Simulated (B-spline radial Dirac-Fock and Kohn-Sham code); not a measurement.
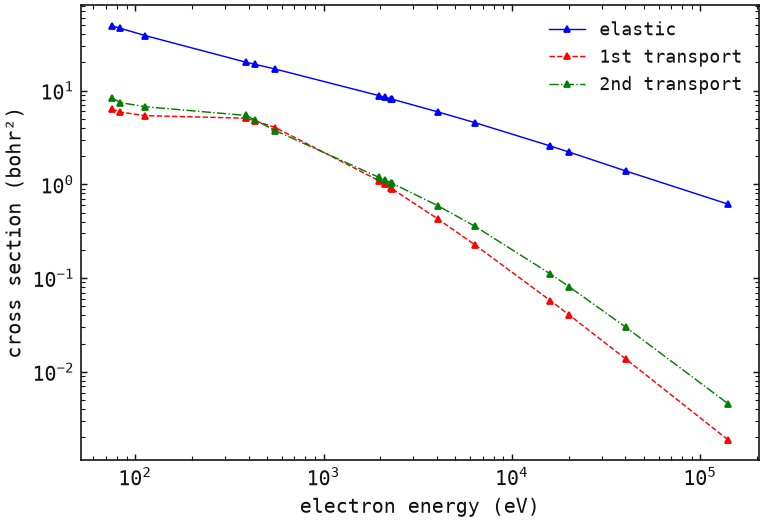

Figure. Integrated elastic and transport cross sections for electrons against energy. Species: neutral promethium. Computed with a B-spline radial atomic code: Dirac partial waves in the static Dirac–Fock field with Furness–McCarthy exchange, no polarisation or absorption.

What can be read from it?

The elastic and first transport cross sections are 49.2 and 6.40 bohr² at 74.9 eV, 8.17 and 0.910 bohr² at 2.28 keV and 0.616 and 0.00188 bohr² at 140 keV. Their ratio goes from 7.7 through a lowest value of 4.0 at 385 eV and then grows to 330 as the scattering turns forward. The model is rough under about 200 eV.
